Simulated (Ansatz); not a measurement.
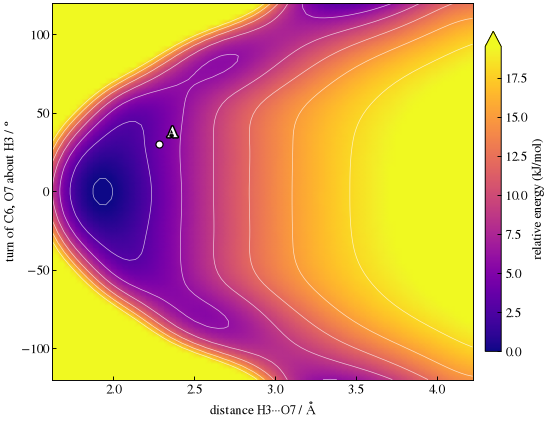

The pair H₄N···CO, charge +1. The turn is about an axis along (−0.78, 0.63, −0.03) in the frame of the relaxed pair, normal to the line between the partners. Coordinates scanned: (1) distance H3···O7; (2) turn of C6, O7 about H3. Grid: 9 × 9 points. Points are written as (first, second). All energies are given in kJ/mol relative to the lowest grid point. Theory: Ansatz, RKS wB97X-V/def2-SVPD.

The picture shows a smooth colour map with a few white contour lines, one colour for all values above the top of the scale, the point A. Between grid points the surface is interpolated.

**Is A at rest? If not, where is it pushed?**

A, at (2.282 Å, 30°), is not a stationary point. The computed force is 13 kJ/mol for each Å towards smaller values of distance H3···O7 and 0.02 kJ/mol for each degree towards smaller values of turn of C6, O7 about H3.
